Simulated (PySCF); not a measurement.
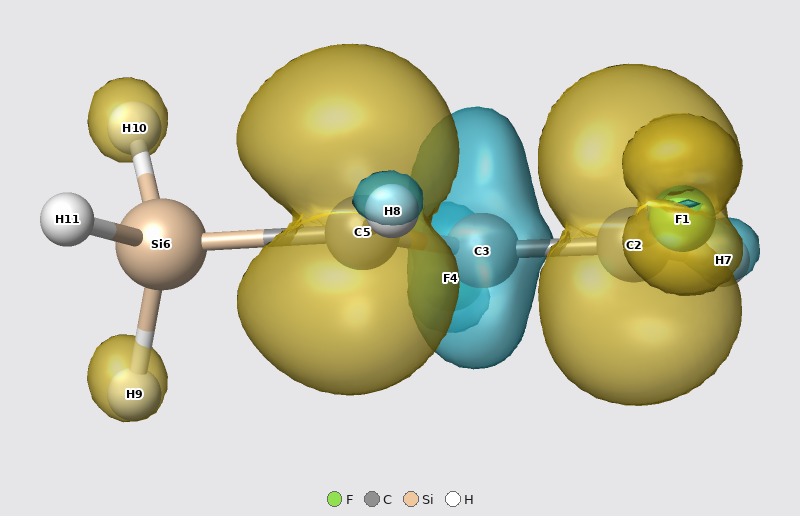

*C₃H₅F₂Si (doublet). Isosurfaces of the spin density (α minus β) at +0.015 (yellow) and −0.015 e/Å³ (cyan), seen from one side.*

Geometry: GFN2-xTB.

Computed with UKS B3LYP, pcH-1 on C F H Si, non-relativistic, mean-field spin-orbit, GIAO in PySCF 2.14.0, density-fitted response routines.

```xyz
11

F     2.7974    0.4220   -0.5236
C     2.1809   -0.1643    0.5063
C     0.8096   -0.2149    0.5637
F     0.3337   -0.8417    1.6701
C    -0.1048    0.2777   -0.3370
Si   -1.9520    0.1109   -0.0850
H     2.8458   -0.5722    1.2488
H     0.3127    0.7681   -1.2020
H    -2.3266    0.7811    1.1620
H    -2.2974   -1.3101   -0.0084
H    -2.5938    0.7460   -1.2358
```

Q: Describe the spin distribution.

A: The unpaired spin (1 electron) lies mostly on C2 (about 0.4), C5 (about 0.4) and F1 (about 0.1), in electrons by Hirshfeld's partition.
